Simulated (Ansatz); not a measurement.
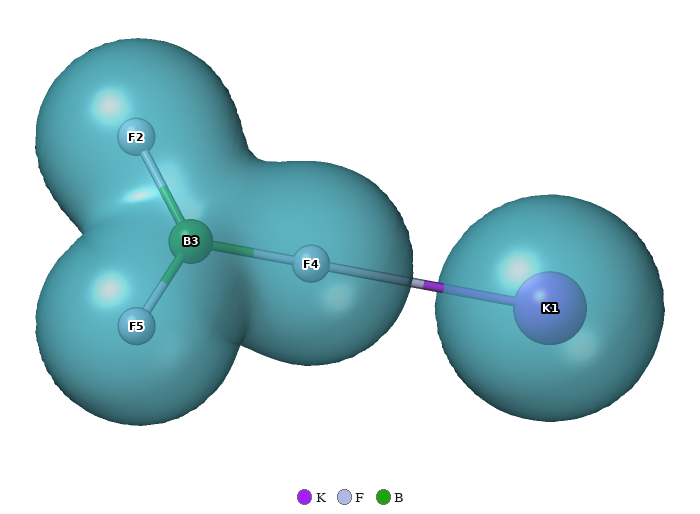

BF3K (charge +1). Isosurface of the total electron density at 0.15 e/Å³ (cyan), seen at a tilt.

Geometry: PBE0-D4/def2-TZVP.

Theory: RKS PBE0-D4/def2-TZVPPD in Ansatz.

```xyz
5

K     0.7404   -0.3822   -3.0830
F     0.6440   -0.3397    1.6899
B    -0.1925    0.0994    0.8015
F     0.1211   -0.0629   -0.4978
F    -1.3130    0.6854    1.0894
```

> What does this surface tell about the bonding?

At this value the surface falls into two separate pieces. It bridges the sampled B–F (1.30 Å) and B–F (1.35 Å) contacts, where the density stays above the isovalue. It is pinched off along the sampled K–F (2.68 Å) contacts. On the grid the lowest density along these lines, outside the cores, is 1.7 e/Å³ (B–F, 1.30 Å), 0.09 e/Å³ (K–F, 2.68 Å) and 1.4 e/Å³ (B–F, 1.35 Å).
